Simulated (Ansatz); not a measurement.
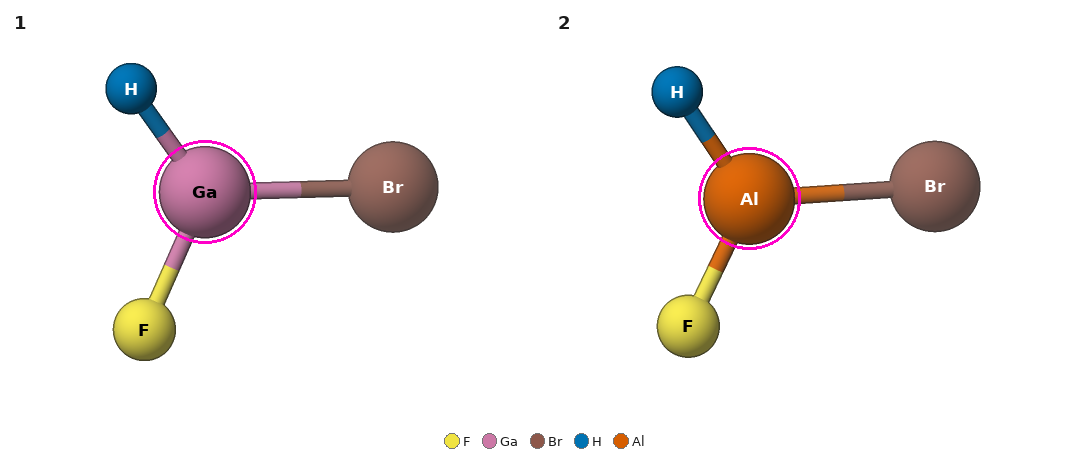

2 molecules with one skeleton, seen from the same side and at one scale; the atom that differs is circled. Charge 0, singlet. Computed geometries: PBE0-D4/def2-TZVP optimisations, one conformation each. Properties computed with Ansatz 0.2.0.

One atom differs, called X below: Ga in panel 1, Al in panel 2. Their formulas are BrFGaH (`[F][GaH][Br]`), AlBrFH (`[F][AlH][Br]`).

**In which is the length of X–F larger (PBE0-D4/def2-TZVP)?**

In panel 1 (X = Ga).

**In which is the dipole moment larger (ωB97M-V/def2-TZVPP)?**

In panel 1 (X = Ga).

Give the values. With PBE0-D4/def2-TZVP: length of X–Br (Å), length of X–F (Å), length of X–H (Å), angle F–X–Br (°). With PBE0-D4/def2-TZVPP: HOMO energy (Kohn–Sham orbital) (eV), HOMO–LUMO gap (eV). With ωB97M-V/def2-TZVPP: dipole moment (D).

```json
{"quantity": "length of X–Br (Å)", "1 (Ga)": "2.265", "2 (Al)": "2.237", "2 − 1": "−0.028"}
{"quantity": "length of X–F (Å)", "1 (Ga)": "1.745", "2 (Al)": "1.641", "2 − 1": "−0.104"}
{"quantity": "length of X–H (Å)", "1 (Ga)": "1.543", "2 (Al)": "1.563", "2 − 1": "+0.020"}
{"quantity": "angle F–X–Br (°)", "1 (Ga)": "113.7", "2 (Al)": "117.7", "2 − 1": "+4.0"}
{"quantity": "HOMO energy (Kohn–Sham orbital) (eV)", "1 (Ga)": "−8.78", "2 (Al)": "−8.88", "2 − 1": "−0.10"}
{"quantity": "HOMO–LUMO gap (eV)", "1 (Ga)": "7.16", "2 (Al)": "7.60", "2 − 1": "+0.44"}
{"quantity": "dipole moment (D)", "1 (Ga)": "2.03", "2 (Al)": "1.17", "2 − 1": "−0.86"}
```
